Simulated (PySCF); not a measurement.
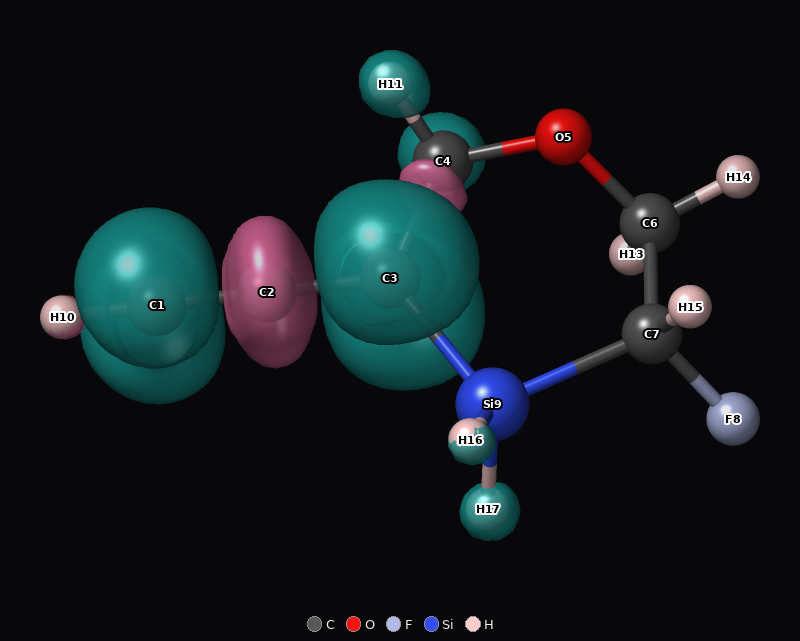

Figure. C$_{6}$H$_{8}$FOSi (doublet). Isosurfaces of the spin density (α minus β) at +0.02 (teal) and −0.02 e/Å³ (pink), seen at a tilt.

Geometry: GFN2-xTB.

These are results of PySCF 2.14.0, density-fitted response routines, UKS B3LYP, pcH-1 on C F H O Si, non-relativistic, mean-field spin-orbit, GIAO, not measurements.

```xyz
17

C     3.5433   -0.1398   -0.7199
C     2.3488   -0.0433   -0.5226
C     1.0003    0.0470   -0.3079
C     0.4000    1.4119   -0.1547
O    -0.9942    1.4829   -0.3182
C    -1.7412    0.7131    0.5930
C    -1.8193   -0.7466    0.1459
F    -2.4950   -1.4706    1.1211
Si   -0.0612   -1.4779   -0.1224
H     4.5747   -0.2251   -0.8904
H     0.8096    2.0953   -0.9074
H     0.6796    1.8131    0.8395
H    -1.3069    0.7630    1.6018
H    -2.7390    1.1620    0.6235
H    -2.4413   -0.8147   -0.7520
H    -0.0480   -2.3188   -1.3232
H     0.2827   -2.2394    1.0840
```

Q: Which atoms carry the spin?

A: The unpaired spin (1 electron) lies mostly on C3 (about 0.5) and C1 (about 0.3), in electrons by Hirshfeld's partition.
